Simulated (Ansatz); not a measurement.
# CH8BFN2Si: what the fields show

```yaml
atoms:
  - { symbol: C, position_ang: [0.0195, -0.2764, 1.7539] }
  - { symbol: Si, position_ang: [1.2564, -0.6677, 0.4080] }
  - { symbol: F, position_ang: [2.4652, 0.4280, 0.5560] }
  - { symbol: N, position_ang: [0.5784, -0.6200, -1.1856] }
  - { symbol: B, position_ang: [-0.5337, 0.0700, -1.7868] }
  - { symbol: N, position_ang: [-1.4328, 0.8999, -1.0918] }
  - { symbol: H, position_ang: [0.4522, -0.5214, 2.7373] }
  - { symbol: H, position_ang: [-0.9116, -0.8529, 1.6357] }
  - { symbol: H, position_ang: [-0.2278, 0.7979, 1.7704] }
  - { symbol: H, position_ang: [1.9037, -1.9931, 0.5908] }
  - { symbol: H, position_ang: [1.1137, -1.1587, -1.8627] }
  - { symbol: H, position_ang: [-0.7207, -0.0821, -2.9735] }
  - { symbol: H, position_ang: [-1.3929, 1.1149, -0.1038] }
  - { symbol: H, position_ang: [-2.2000, 1.3528, -1.5701] }
```

Theory: Ansatz 0.2.0, RKS B3LYP/def2-SVP.

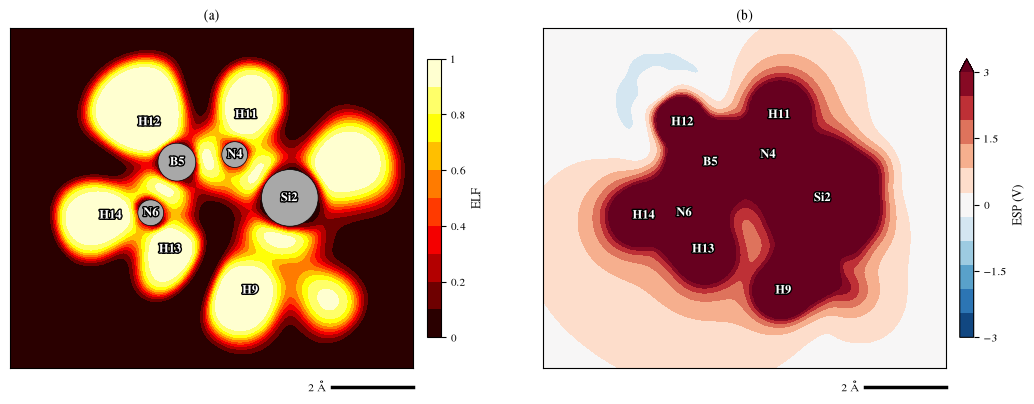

Figure 1. (a) ELF; (b) electrostatic potential on the plane of atoms B5, N6 and H14. Grey discs cover the atomic cores in the ELF map.

Read the bonding off the picture.

Answer.
- Atoms in the plane: Si, N, B and H.
- B–N (1.41 Å): the ELF peaks at about 0.95 between the atoms; a polar covalent bond.
- Si–N (1.73 Å): the ELF peaks at about 0.90 between the atoms: a shared but strongly polarised pair.
- N–H (1.01 Å): the ELF climbs to about 1 towards the hydrogen, as it does in any bond to H (an ordinary covalent bond to hydrogen).
- B–H (1.21 Å): the ELF climbs to about 1 towards the hydrogen; an ordinary covalent bond to hydrogen.
- Outside the dense part of the molecule the potential is most negative (−0.3 V) near H12.

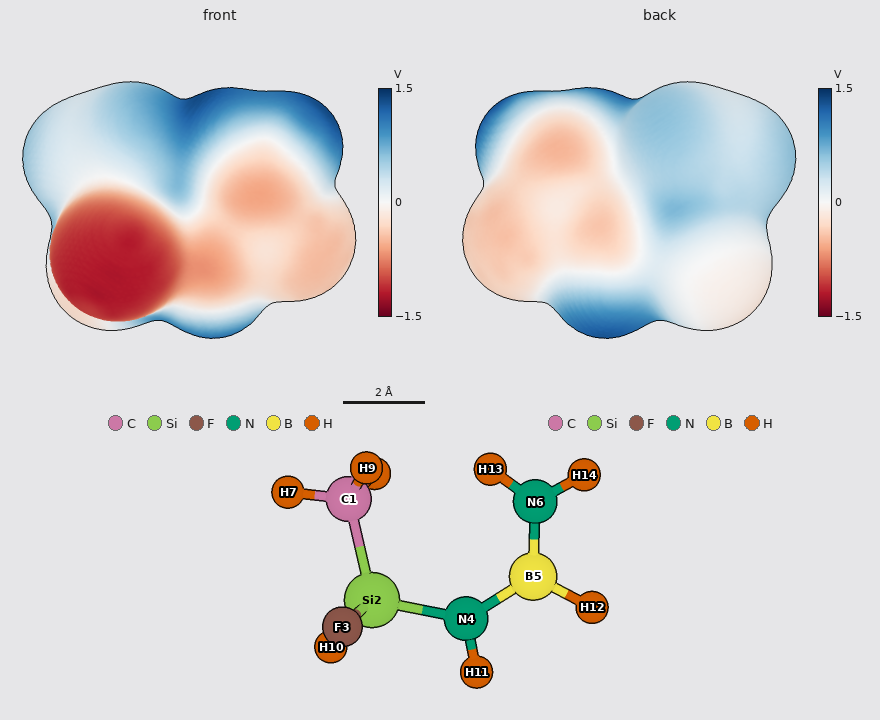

Figure 2. The molecular electrostatic potential painted on the density surface at 0.001 e/bohr³, seen from the front and from behind; red is negative and blue positive. The bare structure is drawn below in the same view.

Describe the electrostatic potential map.

Answer. The most negative region (about −1.2 V) lies over F3, the most positive (about +1.3 V) over H11, H13 and H14.

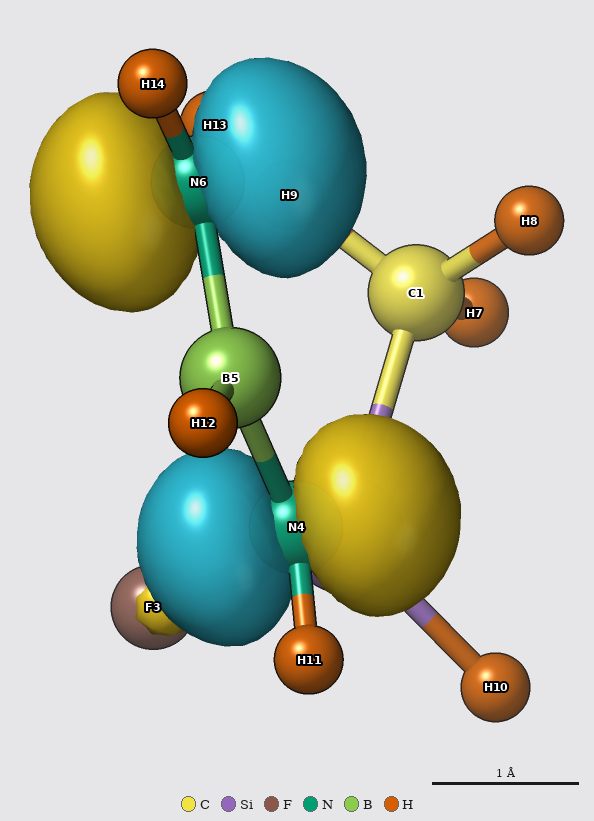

Figure 3. The HOMO at ±0.2 Å⁻³ᐟ² (yellow and cyan are the two phases), seen at an oblique angle.

Describe this orbital and give its energy.

Answer. It lies mainly on N6 (about 40 %) and N4 (about 35 %); largely a combination of lone pairs on N6 and N4. Its energy is −6.97 eV.
